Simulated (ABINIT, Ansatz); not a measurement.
# A GW chain in ABINIT: BAs (F-43m)

Aim: the G0W0 gap of BAs (F-43m) on PBE, step by step.

Calculated with ABINIT 10.8.3; PBE and many-body steps on it, plane waves.

**Experimental background.**

- Gap 1.82 eV: indirect gap from Tauc plot of optical absorption; UV-visible absorption, indirect Tauc plot; 300 K; bulk crystal (three thin as-grown single crystals with the same absorption edge) (“Photoluminescence mapping and time-domain thermo-photoluminescence for rapid imaging and measurement of thermal conductivity of boron arsenide”, 2019, arxiv:1910.07149).

- Gap 4.12 eV: direct gap from square of absorption coefficient, average of two samples; spectroscopic ellipsometry; 300 K; bulk crystal (CVT-grown opaque bulk crystals) (“Optical properties of cubic boron arsenide”, 2019, arxiv:1911.04914).

- Gap 2.02 eV: indirect gap from square root of absorption coefficient, average of three samples; transmission and reflection spectroscopy; 300 K; bulk crystal (CVT-grown platelets about 10 um thick) (“Optical properties of cubic boron arsenide”, 2019, arxiv:1911.04914).

## 1. Set-up

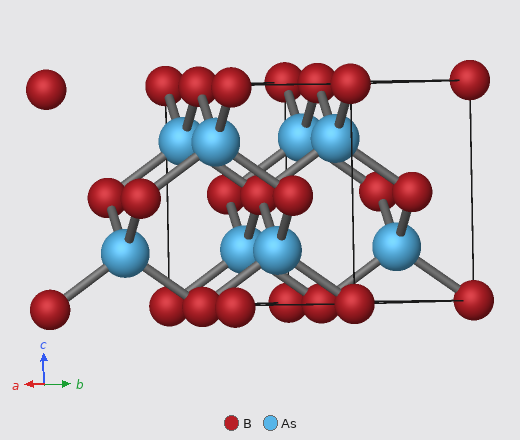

The starting structure, seen slightly off an axis (boron red, arsenic blue). 2×1×1 cells are drawn. This picture shows the conventional cell, with its axes. Bonds to atoms that aren't drawn are left out. Some periodic images of atoms are drawn too.

Coordinates:

```cif
data_structure
_symmetry_space_group_name_H-M 'P 1'
_symmetry_Int_Tables_number 1
_cell_length_a 3.3778
_cell_length_b 3.3778
_cell_length_c 3.3778
_cell_angle_alpha 60.000
_cell_angle_beta 60.000
_cell_angle_gamma 60.000
_cell_volume 27.25
loop_
_atom_site_label
_atom_site_type_symbol
_atom_site_fract_x
_atom_site_fract_y
_atom_site_fract_z
_atom_site_occupancy
B1 B 0.00000 0.00000 0.00000 1
As2 As 0.25000 0.25000 0.25000 1
```

The cell and positions come from the Crystallography Open Database and are kept as given unless a step says otherwise.

## 2. Ground state

This step: ABINIT 10.8.3; DFT, PBE, plane waves, norm-conserving pseudopotentials.

The ground-state density comes first.

The input, run.abi:

```
acell 3*1.0 Angstrom
rprim 
  -0.000000000000 2.388500000000 2.388500000000
  2.388500000000 -0.000000000000 2.388500000000
  2.388500000000 2.388500000000 -0.000000000000
ntypat 2
znucl 5 33
natom 2
typat 1 2
xred 
  0.000000000000 0.000000000000 0.000000000000
  0.250000000000 0.250000000000 0.250000000000
pp_dirpath "pseudos"
pseudos "B.upf, As.upf"
ecut 44
ngkpt 8 8 8
nshiftk 1
shiftk 0 0 0
kptopt 1
chksymbreak 0
nband 18
occopt 1
tolvrs 1e-10
nstep 60
prtwf 0
optforces 0
optstress 0
indata_prefix "in"
outdata_prefix "out"
tmpdata_prefix "tmp"
```

The run is started by

```console
$ OMP_NUM_THREADS=1 mpirun -n 4 abinit run.abi > log
```

Numbers of over 12 decimals in the logs are rounded to 6 here.

The log of the run:

```text
.Version 10.8.3 of ABINIT. v10.8.2 released Aug 2026.

 Symmetries : space group F-4 3 m (#216); Bravais cF (face-center cubic)
================================================================================
 Values of the parameters that define the memory need of the present run
     intxc =       0    ionmov =       0      iscf =       7    lmnmax =       6
     lnmax =       6     mgfft =      40  mpssoang =       3    mqgrid =    3001
     natom =       2  nloc_mem =       1    nspden =       1   nspinor =       1
    nsppol =       1      nsym =      24    n1xccc =    2501    ntypat =       2
    occopt =       1   xclevel =       2
-    mband =          18        mffmem =           1         mkmem =           8
       mpw =        2601          nfft =       64000          nkpt =          29
================================================================================
  Rough estimation (10% accuracy) of disk space for files :
================================================================================

--------------------------------------------------------------------------------
------------- Echo of variables that govern the present computation ------------
--------------------------------------------------------------------------------
 -outvars: echo values of preprocessed input variables --------
            acell      1.8897261259E+00  1.8897261259E+00  1.8897261259E+00 Bohr

      chksymbreak           0
             ecut      4.40000000E+01 Hartree
-          fftalg         312

              ixc     -101130
              kpt      0.00000000E+00  0.00000000E+00  0.00000000E+00
                       1.25000000E-01  0.00000000E+00  0.00000000E+00
                       2.50000000E-01  0.00000000E+00  0.00000000E+00
                       3.75000000E-01  0.00000000E+00  0.00000000E+00
                       5.00000000E-01  0.00000000E+00  0.00000000E+00
                       1.25000000E-01  1.25000000E-01  0.00000000E+00
                       2.50000000E-01  1.25000000E-01  0.00000000E+00
                       3.75000000E-01  1.25000000E-01  0.00000000E+00
                       5.00000000E-01  1.25000000E-01  0.00000000E+00
   [... 18 further rows ...]
                      -3.75000000E-01  5.00000000E-01  1.25000000E-01
                      -2.50000000E-01  5.00000000E-01  2.50000000E-01
         kptrlatt        8    0    0      0    8    0      0    0    8
          kptrlen      5.10656775E+01
P           mkmem           8
            natom           2
            nband          18
            ngfft          40      40      40
             nkpt          29
            nstep          60
             nsym          24
           ntypat           2
              occ      2.000000  2.000000  2.000000  2.000000  2.000000  2.000000
                       2.000000  2.000000  2.000000  2.000000  2.000000  2.000000
                       2.000000  0.000000  0.000000  0.000000  0.000000  0.000000
        optforces           0
        optstress           0
            prtwf           0
            rprim     -0.0000000000E+00  2.3885000000E+00  2.3885000000E+00
[...]
spgroup         216

           tolvrs      1.00000000E-10

             xred      0.0000000000E+00  0.0000000000E+00  0.0000000000E+00
[...]
znucl        5.00000   33.00000

================================================================================

 chkinp: Checking input parameters for consistency.

================================================================================
== DATASET  1 ==================================================================
-   mpi_nproc: 4, omp_nthreads: 1 (-1 if OMP is not activated)

--- !DatasetInfo
iteration_state: {dtset: 1, }
dimensions: {natom: 2, nkpt: 29, mband: 18, nsppol: 1, nspinor: 1, nspden: 1, mpw: 2601, }
cutoff_energies: {ecut:  44.0, pawecutdg:  -1.0, }
electrons: {nelect:   2.60000000E+01, charge:   0.00000000E+00, occopt:   1.00000000E+00, tsmear:   1.00000000E-02, }

 Real(R)+Recip(G) space primitive vectors, cartesian coordinates (Bohr,Bohr^-1):
 R(1)=  0.0000000  4.5136109  4.5136109  G(1)= -0.1107761  0.1107761  0.1107761
 R(2)=  4.5136109  0.0000000  4.5136109  G(2)=  0.1107761 -0.1107761  0.1107761
 R(3)=  4.5136109  4.5136109  0.0000000  G(3)=  0.1107761  0.1107761 -0.1107761
 Unit cell volume ucvol=  1.8390873E+02 bohr^3
 Angles (23,13,12)=  6.00000000E+01  6.00000000E+01  6.00000000E+01 degrees

 getcut: wavevector=  0.0000  0.0000  0.0000  ngfft=  40  40  40
         ecut(hartree)=     44.000   => boxcut(ratio)=   2.09860

--- Pseudopotential description ------------------------------------------------
- B Generated using ONCVPSP code by D. R. Hamann
-  5.00000   3.00000  171031                  znucl, zion, pspdat
12 -101130 1 -1 1534                          pspcod,pspxc,lmax,lloc,mmax
     nproj     2     2     0
  pspatm : epsatm=    3.38844616
         --- l  ekb(1:nproj) -->
[...]
pspatm: atomic psp has been read  and splines computed

- As Generated using ONCVPSP code by D. R. Hamann
- 33.00000  23.00000  171031                  znucl, zion, pspdat
12 -101130 2 -1 1358                          pspcod,pspxc,lmax,lloc,mmax
     nproj     2     2     2
  pspatm : epsatm=   24.77333152
         --- l  ekb(1:nproj) -->
[...]
2  -10.105298   -4.355719
 pspatm: atomic psp has been read  and splines computed

   7.32206220E+02                                ecore*ucvol(ha*bohr**3)
--------------------------------------------------------------------------------

_setup2: Arith. and geom. avg. npw (full set) are    2564.154    2564.133

================================================================================

--- !BeginCycle
iteration_state: {dtset: 1, }
solver: {iscf: 7, nstep: 60, nline: 4, wfoptalg: 0, }
tolerances: {tolvrs: 1.00E-10, }

     iter   Etot(hartree)      deltaE(h)  residm     vres2
 ETOT  1  -307.28277226239    -3.073E+02 1.451E+00 2.107E+02
 ETOT  2  -308.18137084335    -8.986E-01 4.681E-02 9.286E+01
 ETOT  3  -308.19264815402    -1.128E-02 4.179E-02 1.329E+00
 ETOT  4  -308.19277605002    -1.279E-04 1.708E-03 3.985E-02
 ETOT  5  -308.19279338962    -1.734E-05 7.103E-05 1.145E-02
 ETOT  6  -308.19279455617    -1.167E-06 1.440E-04 2.116E-04
 ETOT  7  -308.19279456963    -1.345E-08 1.289E-05 4.646E-06
 ETOT  8  -308.19279456994    -3.166E-10 2.002E-05 4.544E-08
 ETOT  9  -308.19279456993     1.529E-11 1.139E-05 1.993E-09
 ETOT 10  -308.19279456992     1.398E-11 1.824E-05 2.264E-11

 At SCF step   10       vres2   =  2.26E-11 < tolvrs=  1.00E-10 =>converged.

--- !ResultsGS
iteration_state: {dtset: 1, }
comment   : Summary of ground state results
lattice_vectors:
- [ -0.0000000,   4.5136109,   4.5136109, ]
- [  4.5136109,  -0.0000000,   4.5136109, ]
- [  4.5136109,   4.5136109,  -0.0000000, ]
lattice_lengths: [   6.38321,    6.38321,    6.38321, ]
lattice_angles: [ 60.000,  60.000,  60.000, ] # degrees, (23, 13, 12)
lattice_volume:   1.8390873E+02
convergence: {deltae:  1.398E-11, res2:  2.264E-11, residm:  1.824E-05, diffor:  0.000E+00, }
etotal    :  -3.08192795E+02
entropy   :   0.00000000E+00
fermie    :   2.93949411E-01
cartesian_stress_tensor: null
pressure_GPa: null
xred      :
- [  0.0000E+00,   0.0000E+00,   0.0000E+00,  B]
- [  2.5000E-01,   2.5000E-01,   2.5000E-01, As]
cartesian_forces: null
force_length_stats: {min: null, max: null, mean: null, }

 Integrated electronic density in atomic spheres:
 ------------------------------------------------
 Atom  Sphere_radius  Integrated_density
    1        2.00000          2.57184315
    2        2.00000         20.47813491
================================================================================

 ----iterations are completed or convergence reached----

 Mean square residual over all n,k,spin=   60.034E-09; max=  18.236E-06
 reduced coordinates (array xred) for    2 atoms
       0.000000000000      0.000000000000      0.000000000000
       0.250000000000      0.250000000000      0.250000000000
 rms dE/dt=  0.0000E+00; max dE/dt=  0.0000E+00; dE/dt below (all hartree)
    1       0.000000000000      0.000000000000      0.000000000000
    2       0.000000000000      0.000000000000      0.000000000000

 cartesian coordinates (angstrom) at end:
    1      0.000000     0.000000     0.000000
    2      1.194250     1.194250     1.194250
 length scales=  1.889726125908  1.889726125908  1.889726125908 bohr
              =  1.000000000000  1.000000000000  1.000000000000 angstroms
 prteigrs : about to open file out_EIG
 Fermi (or HOMO) energy (hartree) =   0.29395   Average Vxc (hartree)=  -0.41185
 Eigenvalues (hartree) for nkpt=  29  k points:
 kpt#   1, nband= 18, wtk=  0.00195, kpt=  0.0000  0.0000  0.0000 (reduced coord)
  -6.52474   -4.44262   -4.44262   -4.44262   -1.02470   -1.02470   -1.02470   -1.02395
  -1.02395   -0.27205    0.29395    0.29395    0.29395    0.41483    0.41483    0.41483
   0.46596    0.64661
 prteigrs : prtvol=0 or 1, do not print more k-points.

--- !EnergyTerms
iteration_state     : {dtset: 1, }
comment             : Components of total free energy in Hartree
kinetic             :  1.38353924928963E+02
hartree             :  1.24507800013425E+02
xc                  : -2.89029142097494E+01
Ewald energy        : -1.42752833839720E+02
psp_core            :  3.98135661095920E+00
local_psp           : -3.25924045357233E+02
non_local_psp       : -7.74560827165594E+01
total_energy        : -3.08192794569915E+02
total_energy_eV     : -8.38635317127023E+03
band_energy         : -4.95260199424558E+01

== END DATASET(S) ==============================================================
================================================================================

 -outvars: echo values of variables after computation  --------
           etotal     -3.0819279457E+02
            nband          18
             nkpt          29
          spgroup         216
 [... the other variables as echoed above ...]

 Calculation completed.
```

Elapsed: 24 s, on 4 MPI ranks of Intel Xeon Platinum 8375C at 2.90GHz (Ice Lake), shared host; peak memory 0.35 GiB.

Numbers from this step:

| Item | Value |
| --- | --- |
| total energy | -8386.3532 eV |
| gap | 1.208 eV |
| k of the valence top | 0, 0, 0 |
| k of the conduction bottom | 0.375, 0.375, 0 |
| least direct gap | 3.289 eV |

The gap is indirect, with the least direct gap 2.08 eV higher.

[end of part 1 of 3]

[Paths, hosts, dates, memory and timing lines, banners, echoed tables and standing remarks are left out of the program output.]

[Logs are printed without paths, hosts, clocks, repeated set-up lines and the standing remarks that a program may print on its own settings, such as how far it seeks lower states.]

[Runs of the session that timed out or met a known fault of the program may be left out.]

[Hosts, paths, dates, database ids (printed as entryN), source tags and the programs' standing remarks are cut or masked in the printed files.]

[G0W0 gaps are taken among the corrected bands and points alone; a level outside them can change the order at an edge.]

[Where Ansatz stands beside ABINIT at settings called matched, ABINIT's density can come from a denser mesh and the files from another edition; pairs whose starting gaps differed by over 0.03 eV were left out, so agreement reads better than it is.]
